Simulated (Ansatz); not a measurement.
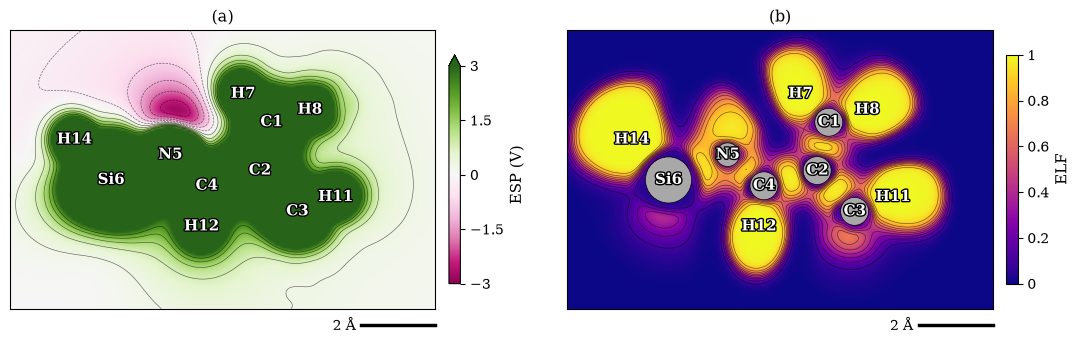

The picture shows: C₄H₉NSi (SMILES C=C(C)/C=N/[SiH3]). (a) electrostatic potential; (b) ELF on the plane of atoms N5, C4 and H12. Grey discs cover the atomic cores in the ELF map.

The fields and orbitals are those of the mean-field reference, not of the correlated method; not at a stationary point (largest force 1.2 eV/Å).

Computed with MP2, Gaussian basis (Ansatz 0.2.0).

The calculation's input:

```
crystal:
  periodic: [false, false, false]
  atoms:
    - { symbol: C, position_ang: [-1.5443, 1.3204, -0.5035] }
    - { symbol: C, position_ang: [-1.1141, 0.2098, 0.1129] }
    - { symbol: C, position_ang: [-1.9972, -0.7061, 0.8961] }
    - { symbol: C, position_ang: [0.3303, -0.1632, 0.0312] }
    - { symbol: "N", position_ang: [1.2087, 0.532, -0.6094] }
    - { symbol: Si, position_ang: [2.8364, -0.0737, -0.5826] }
    - { symbol: H, position_ang: [-0.8635, 1.957, -1.0628] }
    - { symbol: H, position_ang: [-2.5846, 1.6242, -0.4672] }
    - { symbol: H, position_ang: [-1.6567, -0.7695, 1.9348] }
    - { symbol: H, position_ang: [-1.9833, -1.7122, 0.4643] }
    - { symbol: H, position_ang: [-3.0365, -0.3612, 0.9058] }
    - { symbol: H, position_ang: [0.5812, -1.0969, 0.5741] }
    - { symbol: H, position_ang: [2.8325, -1.4364, -1.1663] }
    - { symbol: H, position_ang: [3.715, 0.8321, -1.3583] }
    - { symbol: H, position_ang: [3.2759, -0.1563, 0.8308] }
basis:
  gaussian:
    orbitals: def2-SVP
correlation:
  method: mp2
output:
  orbitals: {}
  forces: true
```

What does the map show?

Answer. The section cuts through C, N, Si and H sites.
C–N (1.29 Å): the ELF peaks at about 0.90 between the atoms: localised, covalent bonding.
C–C (1.34 Å): the ELF peaks at about 0.95 between the atoms (a short, multiple covalent bond).
Si–N (1.74 Å): the ELF peaks at about 0.95 between the atoms, as expected for a shared but strongly polarised pair.
C–H (1.08 Å): the ELF climbs to about 1 towards the hydrogen, as it does in any bond to H; a covalent bond by its length.
C–C (1.49 Å): the ELF peaks at about 1 between the atoms; a shared electron pair.
The ELF also peaks beside N5, away from the bonds: lone-pair regions.
Outside the dense part of the molecule the potential is most negative (−2.8 V) near N5.
